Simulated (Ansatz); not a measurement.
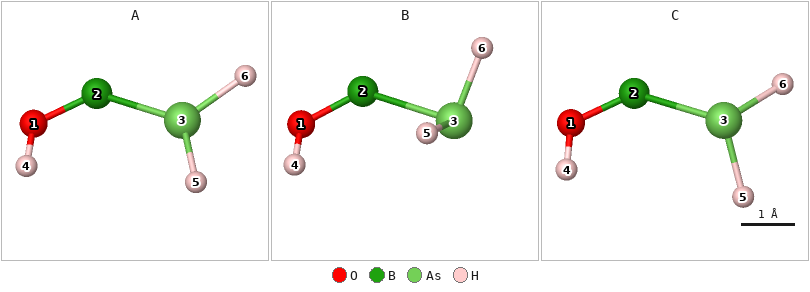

3 geometries from a converged minimum-energy path of BAsH₃O (multiplicity 2), shuffled. The picture is a ball-and-stick view, seen at a tilt.

Computed with UHF/def2-SVP (Ansatz). Settings: 7 movable images; climbing image; force threshold 0.05 eV/Å; iteration limit 60; starting path by image-dependent pair potential.

Q: Which frame is the transition state?

A: A. In order along the path, whose images run from 0 to 8: C (image 2, +16.6 kJ/mol), A (image 4, +88.5 kJ/mol), B (image 7, +1.2 kJ/mol). The motion is an umbrella inversion at As3. No bond forms or breaks between the ends. Bond angles that change up to the highest image, for instance: B2–As3–H5 98.4° → 129.3°, B2–As3–H6 95.9° → 119.5°.
